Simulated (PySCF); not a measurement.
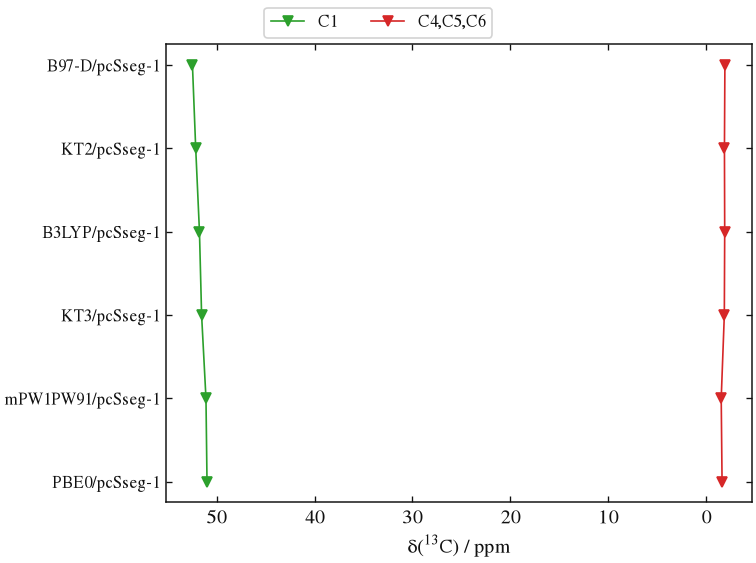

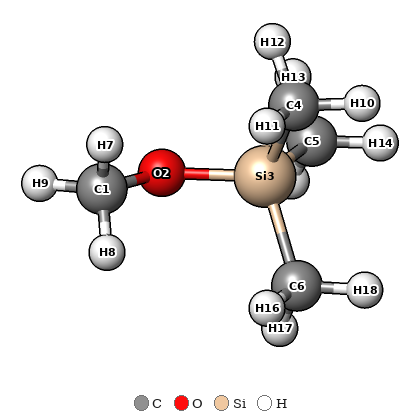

GIAO ¹³C shifts of C₄H₁₂OSi, SMILES CO[Si](C)(C)C at several levels, one geometry, PySCF, at a PBE0-D3(BJ)/def2-SVP geometry (no frequency check); values of one conformer, averaged over nuclei that symmetry or rotation about single bonds exchange, these motions taken as fast; each against TMS at the same level.

Q: Which of the plotted signals depends most on the level, and by how much?

A: That of C1: from 51.0 ppm (PBE0/pcSseg-1) to 52.5 ppm (B97-D/pcSseg-1), a spread of 1.5 ppm. The steadiest, C4, C5 and C6, moves by 0.4 ppm.

Q: Do all levels give the signals in the same order?

A: Yes, the order of the signals is the same at every level.
